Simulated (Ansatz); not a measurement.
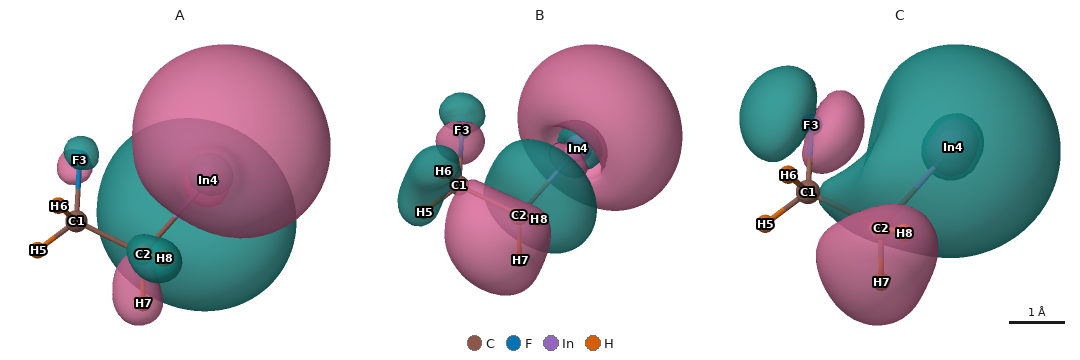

The picture shows: C$_{2}$H$_{4}$FIn. Three frontier orbitals at ±0.06 Å⁻³ᐟ² (teal and pink are the two phases), in no order.

Geometry: B3LYP-D3(BJ)/def2-SVP; core potentials replace the inner electrons of In.

Method: Ansatz 0.2.0, isolated molecule in a Gaussian basis; Kohn-Sham density functional theory, functional PBE0.

The calculation's input:

```
crystal:
  periodic: [false, false, false]
  atoms:
    - {symbol: C, position_ang: [-0.032084, 2.074928, 1.657845]}
    - {symbol: C, position_ang: [0.795128, 1.181736, 2.522658]}
    - {symbol: F, position_ang: [-0.381028, 1.390676, 0.422130]}
    - {symbol: In, position_ang: [0.953199, -0.783850, 1.222421]}
    - {symbol: H, position_ang: [-1.004141, 2.354361, 2.093785]}
    - {symbol: H, position_ang: [0.485276, 2.987570, 1.322468]}
    - {symbol: H, position_ang: [0.319521, 0.943469, 3.487397]}
    - {symbol: H, position_ang: [1.806713, 1.573229, 2.715410]}
basis:
  gaussian:
    orbitals: def2-TZVPD
hamiltonian:
  xc: pbe0
output:
  forces: true
  orbitals: {seedname: orbitals}
```

Launched as:

```sh
ansatz run input.yaml --threads 1 --pin off --max-ram 2610MiB --events-out events.jsonl --progress --plain --runs-dir runs
```

Order the three orbitals by energy and name them.

Answer. C is the HOMO−1 (−9.07 eV). It lies mainly on In4 (about 55 %), C2 (about 20 %) and F3 (about 15 %). B is the HOMO (−5.47 eV). Its weight (Hirshfeld) is mainly on In4 (about 50 %) and C2 (about 35 %). A is the LUMO (−1.46 eV). By Hirshfeld shares it lies mainly on In4 (about 95 %).

What is the HOMO–LUMO gap?

Answer. 4.01 eV between the orbital energies.
